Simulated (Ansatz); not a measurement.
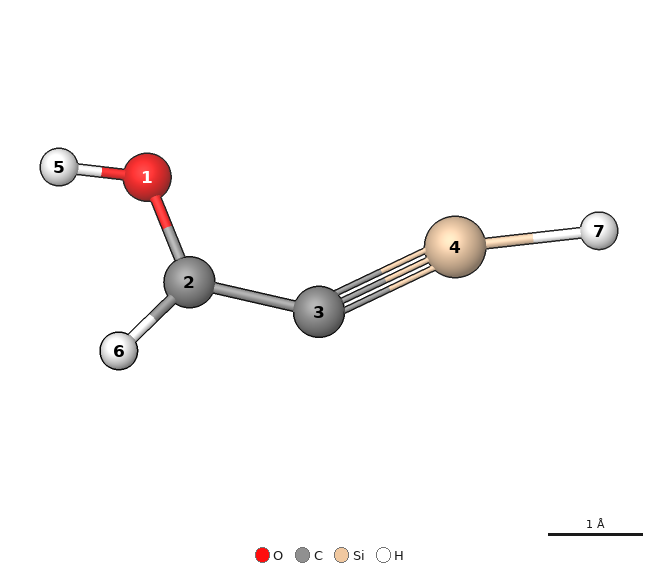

The picture comes from a calculation with Ansatz.

Orthographic view with a scale bar. The species has charge +1 and is a spin singlet. Geometry: a frame of the PBE0-D4/def2-SVP trajectory.

Write Cartesian coordinates in Å in the frame of the picture: x to the right, y up, z towards the viewer, origin at the mean of the atomic positions.

```xyz
7
C2H3OSi
O   -1.32   0.81  -0.31
C   -0.86  -0.32   0.14
C    0.53  -0.64   0.20
Si   1.99   0.06  -0.20
H   -2.26   0.92  -0.11
H   -1.62  -1.06   0.52
H    3.53   0.23  -0.24
```
